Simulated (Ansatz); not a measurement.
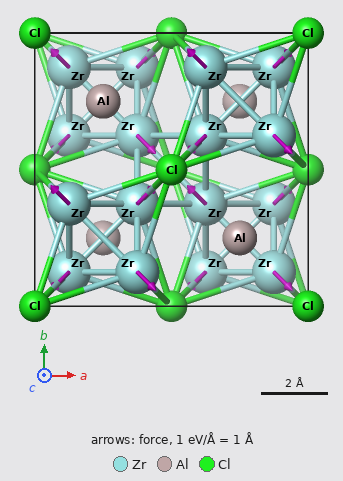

Starting geometry of a crystal of Zr₄AlCl (a generated structure, set up in F-43m) (coarse preliminary run) with the computed forces as purple arrows. Style: ball-and-stick. Shown: the conventional cell (4 times the calculation's cell), along the c axis. Lengths and directions refer to the drawn axes.

Method: DFT PBE, scalar-relativistic, plane waves, PAW in Ansatz 0.2.0. (plane-wave cutoff 420 eV; k-point mesh 4 × 4 × 4; occupations gaussian; smearing width 0.1 eV; no spin polarisation; cell and atoms relaxed; force threshold 0.04 eV/Å; at most 70 steps)

### Is this structure relaxed? If not, where do the atoms go?

It isn't relaxed: the largest force vector, on Zr atoms, is 1.00 eV/Å. The atoms end up moving mostly along the starting forces (cosine between the two patterns 1.00). The energy falls by 46.5 meV per atom in 3 accepted moves (5 points after the start). Largest force component: 0.58 eV/Å at the start, 0.0034 eV/Å at the end. The pressure goes from −4.49 to −0.03 GPa. The line search rejected the trial step at point 1 of the run. The SCF was repeated once at an unchanged geometry on a basis and grid sized afresh for the cell, which shifted the energy by 0.2 meV per atom at most. The largest moves relative to the cell, 0.045 Å, are those of Zr atoms. Al and Cl stay in place. Cell: a = b = c 8.395 → 8.169 Å (−2.7 %). Volume −7.8 %. Among the contacts that change: Zr–Zr 2.966 → 2.813 Å, Cl–Zr 3.480 → 3.395 Å, Zr–Zr 2.970 → 2.963 Å. The space group stays F-43m (No. 216).
